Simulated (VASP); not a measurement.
Band structure of Ge (space group Fd-3m). Method: PBE GGA, VASP's PBE PAW potentials (set 64) (plane waves; VASP).

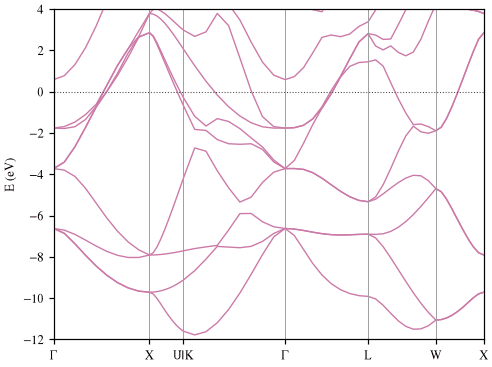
Figure. Bands along high-symmetry lines, zero at the valence-band maximum or, without a gap, the Fermi level

Task: Read the plot: is there a gap, and where are the band edges?

Result: It has no gap at this level: it comes out as a metal or semimetal.

The structure comes from a measured Ge entry of the Crystallography Open Database, whose conditions weren't checked. The cell was not relaxed at this level. The k-mesh is coarse (spacing up to 0.38 per Å, 2π included), so the numbers may not be converged in it.
